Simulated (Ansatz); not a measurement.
# CH8N2OSi: geometry relaxation (part 1 of 2)

The run: geometry relaxation of CH8N2OSi. Method and program: UKS PBE-D4/6-31G* (Ansatz 0.2.0).

It belongs to a series of runs on one base structure; here: end point B relaxed. Figures and captions count atoms from 1; the log counts them from 0 in places.

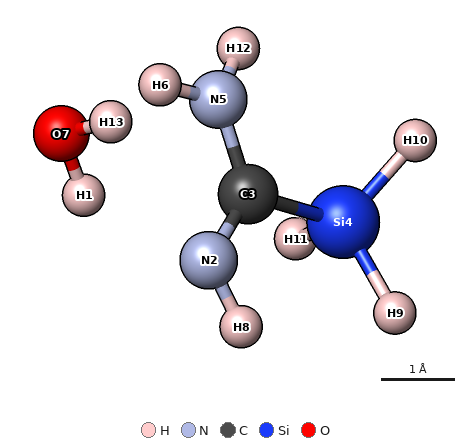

Fig. 1: The input geometry (ball-and-stick view, seen at a tilt; atoms are numbered from 1 in the order of the input). Bond lengths as drawn: C–N 1.30 to 1.37 Å, C–Si 1.92 Å, H–N 1.01 to 1.03 Å, H–O 0.98 Å and H–Si 1.50 Å.

### Input
```yaml
crystal:
  periodic: [false, false, false]
  atoms:
    - { symbol: H, position_ang: [0.648868, 2.274667, 1.375267] }
    - { symbol: "N", position_ang: [-0.055689, 0.077135, 1.236278] }
    - { symbol: C, position_ang: [-0.146335, -0.30548, -0.00622] }
    - { symbol: Si, position_ang: [-0.902545, -1.982801, -0.550656] }
    - { symbol: "N", position_ang: [0.268666, 0.541342, -0.998287] }
    - { symbol: H, position_ang: [0.534836, 1.495164, -0.73821] }
    - { symbol: O, position_ang: [1.164073, 2.94556, 0.880609] }
    - { symbol: H, position_ang: [-0.345725, -0.67823, 1.868658] }
    - { symbol: H, position_ang: [-0.724009, -2.932206, 0.593758] }
    - { symbol: H, position_ang: [-0.2127, -2.52422, -1.76937] }
    - { symbol: H, position_ang: [-2.366305, -1.83914, -0.85463] }
    - { symbol: H, position_ang: [0.0664, 0.347062, -1.972603] }
    - { symbol: H, position_ang: [2.070365, 2.581146, 0.935506] }
magnetization:
  spin_polarized: true
basis:
  gaussian: { orbitals: "6-31G*" }
hamiltonian:
  xc: pbe
  dispersion: d4
relax:
  f_tol: 0.03
  max_steps: 50
output:
  orbitals: {}
```

Hardware: 4 threads of Arm Neoverse N1, 16 GiB of memory available, shared host.

Run as:
```bash
ansatz run input.yaml --threads 4 --pin off --max-ram 5120MiB --backend cpu --events-out ev --progress --plain --runs-dir out
```

### The program's output
```
The last accepted step is kept in [file] (removed where the run ends without a failure and the disk answers)
Engine: ansatz 0.2.0, aarch64-unknown-linux-gnu
Functional definition: PBE
  parameter kappa = 0.804
  parameter beta = 0.06672455060314922
  exchange = pbe_x(kappa = kappa, mu = beta*pi^2/3)
  correlation = pbe_c(beta = beta)
1228 factors; their error is unknown
mean field evaluation 1: about -14047.0153 eV, gradient 5.7e1 eV
mean field evaluation 2: about -13991.1024 eV, gradient 1.2e2 eV
mean field evaluation 4: about -14058.2135 eV, gradient 1.7e1 eV
mean field evaluation 8: about -14059.4672 eV, gradient 1.0e-1 eV
mean field evaluation 16: about -14059.3812 eV, gradient 7.6e-5 eV
mean field -14059.38119101 eV, -516.6727289788 hartree, gradient 1.6e-5 eV, S^2 0.000000; 0 other end points of the search recorded, 0 dependent functions left out
the calculation of the forces begins
reference -14059.38122570 eV, -516.6727302537 hartree; 25, 25 occupied and 70, 70 virtual orbitals, 1228 factors
relax step   1: F+E_penalty+E_count = -14059.61292924 eV  Δ(F+E_penalty+E_count) = +0.000e0 eV  max|allowed force component| = 4.230e-1 eV/Å  Δτ_max = 0.0000 Å  (32 SCF iters, accepted)
these checks for a lower state are left out or cut short: starts, cluster_reference, orbital_swaps, neighbouring_geometries, increment
1228 factors; their error is unknown
mean field -14059.46574893 eV, -516.6758364250 hartree, gradient 1.1e-5 eV, S^2 0.000000; 0 other end points of the search recorded, 0 dependent functions left out
the calculation of the forces begins
reference -14059.46578333 eV, -516.6758376892 hartree; 25, 25 occupied and 70, 70 virtual orbitals, 1228 factors
relax step   2: F+E_penalty+E_count = -14059.70298090 eV  Δ(F+E_penalty+E_count) = -9.005e-2 eV  max|allowed force component| = 7.048e-1 eV/Å  Δτ_max = 0.1952 Å  (33 SCF iters, accepted)
these checks for a lower state are left out or cut short: starts, cluster_reference, orbital_swaps, neighbouring_geometries, increment
1228 factors; their error is unknown
mean field evaluation 32: about -14059.5095 eV, gradient 6.3e-6 eV
mean field -14059.50949691 eV, -516.6774441335 hartree, gradient 6.3e-6 eV, S^2 0.000000; 0 other end points of the search recorded, 0 dependent functions left out
the calculation of the forces begins
reference -14059.50953112 eV, -516.6774453909 hartree; 25, 25 occupied and 70, 70 virtual orbitals, 1228 factors
relax step   3: F+E_penalty+E_count = -14059.75067040 eV  Δ(F+E_penalty+E_count) = -4.769e-2 eV  max|allowed force component| = 4.094e-1 eV/Å  Δτ_max = 0.1950 Å  (33 SCF iters, accepted)
these checks for a lower state are left out or cut short: starts, cluster_reference, orbital_swaps, neighbouring_geometries, increment
1228 factors; their error is unknown
mean field -14059.50940116 eV, -516.6774406150 hartree, gradient 9.5e-6 eV, S^2 0.000000; 0 other end points of the search recorded, 0 dependent functions left out
the calculation of the forces begins
reference -14059.50943528 eV, -516.6774418688 hartree; 25, 25 occupied and 70, 70 virtual orbitals, 1228 factors
relax step   4: F+E_penalty+E_count = -14059.75333463 eV  Δ(F+E_penalty+E_count) = -2.664e-3 eV  max|allowed force component| = 2.473e-1 eV/Å  Δτ_max = 0.0923 Å  (33 SCF iters, accepted)
these checks for a lower state are left out or cut short: starts, cluster_reference, orbital_swaps, neighbouring_geometries, increment
1228 factors; their error is unknown
mean field -14059.51875554 eV, -516.6777843819 hartree, gradient 8.8e-6 eV, S^2 0.000000; 0 other end points of the search recorded, 0 dependent functions left out
the calculation of the forces begins
reference -14059.51878979 eV, -516.6777856405 hartree; 25, 25 occupied and 70, 70 virtual orbitals, 1228 factors
relax step   5: F+E_penalty+E_count = -14059.76176607 eV  Δ(F+E_penalty+E_count) = -8.431e-3 eV  max|allowed force component| = 8.188e-2 eV/Å  Δτ_max = 0.0376 Å  (34 SCF iters, accepted)
these checks for a lower state are left out or cut short: starts, cluster_reference, orbital_swaps, neighbouring_geometries, increment
1228 factors; their error is unknown
mean field -14059.51970303 eV, -516.6778192014 hartree, gradient 8.6e-6 eV, S^2 0.000000; 0 other end points of the search recorded, 0 dependent functions left out
the calculation of the forces begins
reference -14059.51973731 eV, -516.6778204616 hartree; 25, 25 occupied and 70, 70 virtual orbitals, 1228 factors
relax step   6: F+E_penalty+E_count = -14059.76264045 eV  Δ(F+E_penalty+E_count) = -8.744e-4 eV  max|allowed force component| = 4.865e-2 eV/Å  Δτ_max = 0.0130 Å  (34 SCF iters, accepted)
these checks for a lower state are left out or cut short: starts, cluster_reference, orbital_swaps, neighbouring_geometries, increment
1228 factors; their error is unknown
mean field -14059.52052527 eV, -516.6778494183 hartree, gradient 8.6e-6 eV, S^2 0.000000; 0 other end points of the search recorded, 0 dependent functions left out
the calculation of the forces begins
reference -14059.52055964 eV, -516.6778506815 hartree; 25, 25 occupied and 70, 70 virtual orbitals, 1228 factors
relax step   7: F+E_penalty+E_count = -14059.76349622 eV  Δ(F+E_penalty+E_count) = -8.558e-4 eV  max|allowed force component| = 3.934e-2 eV/Å  Δτ_max = 0.0204 Å  (34 SCF iters, accepted)
these checks for a lower state are left out or cut short: starts, cluster_reference, orbital_swaps, neighbouring_geometries, increment
1228 factors; their error is unknown
mean field evaluation 64: about -14059.5206 eV, gradient 1.6e-4 eV
mean field -14059.52057481 eV, -516.6778512390 hartree, gradient 8.7e-6 eV, S^2 0.000000; 0 other end points of the search recorded, 0 dependent functions left out
the calculation of the forces begins
reference -14059.52060925 eV, -516.6778525047 hartree; 25, 25 occupied and 70, 70 virtual orbitals, 1228 factors
relax step   8: F+E_penalty+E_count = -14059.76347471 eV  Δ(F+E_penalty+E_count) = +2.151e-5 eV  max|allowed force component| = 6.825e-2 eV/Å  Δτ_max = 0.0271 Å  (33 SCF iters, rejected (line search))
these checks for a lower state are left out or cut short: starts, cluster_reference, orbital_swaps, neighbouring_geometries, increment
1228 factors; their error is unknown
mean field -14059.52079187 eV, -516.6778592158 hartree, gradient 8.6e-6 eV, S^2 0.000000; 0 other end points of the search recorded, 0 dependent functions left out
the calculation of the forces begins
reference -14059.52082629 eV, -516.6778604807 hartree; 25, 25 occupied and 70, 70 virtual orbitals, 1228 factors
relax step   9: F+E_penalty+E_count = -14059.76380105 eV  Δ(F+E_penalty+E_count) = -3.048e-4 eV  max|allowed force component| = 1.966e-2 eV/Å  Δτ_max = 0.0135 Å  (34 SCF iters, accepted)
these checks for a lower state are left out or cut short: starts, cluster_reference, orbital_swaps, neighbouring_geometries, increment
1228 factors; their error is unknown
mean field -14059.52106564 eV, -516.6778692767 hartree, gradient 8.8e-6 eV, S^2 0.000000; 0 other end points of the search recorded, 0 dependent functions left out
the calculation of the forces begins
reference -14059.52110014 eV, -516.6778705445 hartree; 25, 25 occupied and 70, 70 virtual orbitals, 1228 factors
relax step  10: F+E_penalty+E_count = -14059.76408245 eV  Δ(F+E_penalty+E_count) = -2.814e-4 eV  max|allowed force component| = 1.704e-2 eV/Å  Δτ_max = 0.0332 Å  (33 SCF iters, accepted)
1228 factors; their error is unknown
mean field evaluation 96: about -14059.5211 eV, gradient 8.2e-4 eV
```

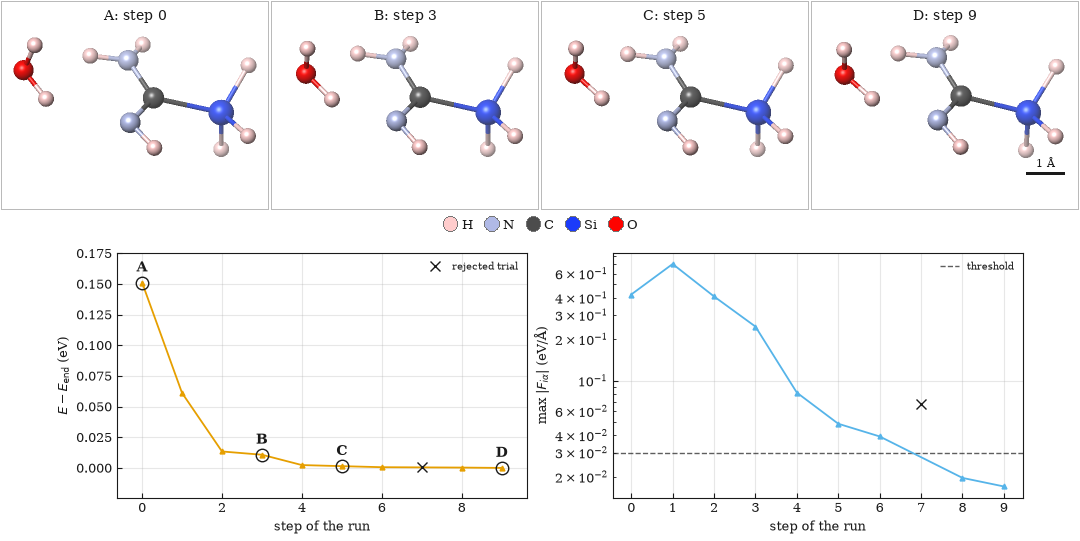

Fig. 2: Frames of the relaxation (ball-and-stick view, seen at a tilt) above the curves, on which the letters mark them (the first geometry is step 0 here and step 1 in the log).

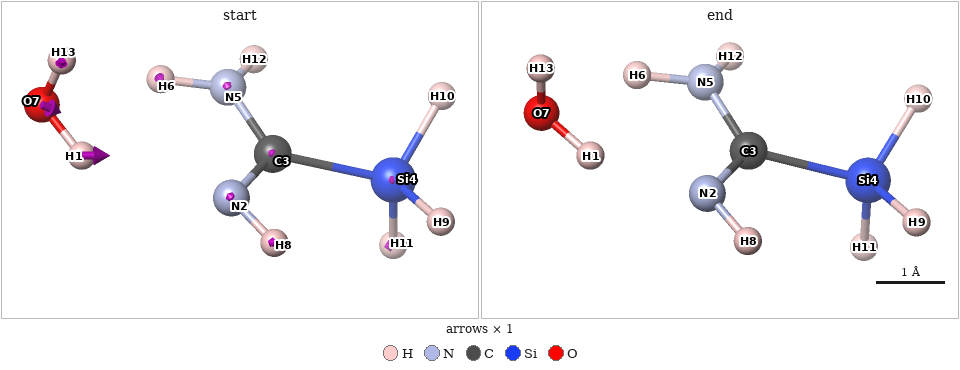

Fig. 3: Before (left) and after (right) the relaxation, at one scale (ball-and-stick view, seen at a tilt). The pink arrows give the displacements, at true length. After 9 geometry steps the energy has fallen by 0.151 eV. Largest force component: 0.42 eV/Å at the start, 0.017 eV/Å at the end. The line search rejected the trial step at point 7 (counted from 0) and went back. The largest move after the best rigid fit is that of H1, 0.43 Å. By element the largest moves are H 0.43 Å, O 0.36 Å, N 0.10 Å, C 0.08 Å, Si 0.08 Å. Distances before and after: H1–O7 0.980 → 1.008 Å, N5–H6 1.024 → 1.041 Å, N2–C3 1.303 → 1.309 Å. Among the angles that change: C3–N5–H6 118.1° → 115.8°. (Atoms are counted from 1 in the order of the input.)

```
mean field -14059.52106564 eV, -516.6778692767 hartree, gradient 1.6e-5 eV, S^2 0.000000; 1 other end points of the search recorded, 0 dependent functions left out
the calculation of the forces begins
reference -14059.52110014 eV, -516.6778705445 hartree; 25, 25 occupied and 70, 70 virtual orbitals, 1228 factors
Total energy: -14059.76411695 eV, -516.6868012475 hartree
Atom 0 at     0.584935     1.870790     1.246601 Å, force     0.007302     0.003427    -0.004004 eV/Å
Atom 1 at     0.030991     0.131454     1.245004 Å, force     0.006512     0.009657     0.009169 eV/Å
Atom 2 at    -0.088512    -0.247297    -0.001958 Å, force    -0.007482    -0.017036    -0.004320 eV/Å
Atom 3 at    -0.888225    -1.911589    -0.517534 Å, force     0.001343     0.000247    -0.004223 eV/Å
Atom 4 at     0.364442     0.576156    -0.993186 Å, force     0.008302    -0.006813     0.013727 eV/Å
Atom 5 at     0.639686     1.534727    -0.695100 Å, force    -0.001220     0.006867    -0.005472 eV/Å
Atom 6 at     0.946303     2.681892     0.770247 Å, force    -0.004488     0.006155    -0.002941 eV/Å
Atom 7 at    -0.296048    -0.588340     1.898890 Å, force    -0.004057    -0.002110    -0.003773 eV/Å
Atom 8 at    -0.718631    -2.872477     0.619047 Å, force     0.000648    -0.001034    -0.001109 eV/Å
Atom 9 at    -0.254290    -2.468466    -1.760027 Å, force    -0.002690     0.002329     0.002110 eV/Å
Atom 10 at    -2.352156    -1.715467    -0.779543 Å, force     0.002130     0.000631     0.001489 eV/Å
Atom 11 at     0.122896     0.399043    -1.962728 Å, force    -0.002937     0.004451    -0.003728 eV/Å
Atom 12 at     1.908508     2.609574     0.930387 Å, force    -0.003362    -0.006771     0.003076 eV/Å
Dipole moment:     0.065604    -0.428603    -0.257709 e Å
```
